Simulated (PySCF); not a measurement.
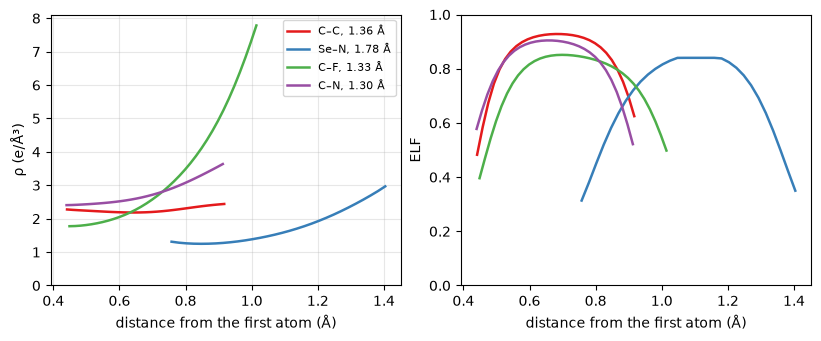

*C4H4FNSe. Electron density and electron localisation function along straight lines between neighbouring atoms. The curves leave out the atomic cores.*

Geometry: GFN2-xTB.

All numbers below come from PBE0/def2-SVPD, SCF density, gas phase (PySCF 2.14.0).

```tsv
atom	x (Å)	y (Å)	z (Å)
C	-1.7291	-0.0226	-0.1699
C	-0.2641	0.2483	-0.2195
C	0.6895	-0.5407	0.4814
C	1.9487	-0.0790	0.2664
F	3.0686	-0.5886	0.7717
Se	1.9505	1.4029	-0.8568
N	0.1760	1.2485	-0.9305
H	-2.0869	0.0434	0.8564
H	-1.9355	-1.0257	-0.5391
H	-2.2552	0.7029	-0.7827
H	0.4430	-1.3869	1.0966
```

> What kind of bonding do the profiles show?

C–C (1.36 Å): the density is about 2.2 e/Å³ at the midpoint; the ELF peaks at about 0.95 between the atoms, as expected for a covalent bond.
Se–N (1.78 Å): the density is about 1.3 e/Å³ at the midpoint; the ELF peaks at about 0.85 between the atoms, as expected for a covalent bond.
C–F (1.33 Å): the density is about 2.4 e/Å³ at the midpoint; the ELF peaks at about 0.85 between the atoms, as expected for a polar covalent bond.
C–N (1.30 Å): ρ is about 2.6 e/Å³ halfway; the ELF peaks at about 0.90 between the atoms: a covalent bond.
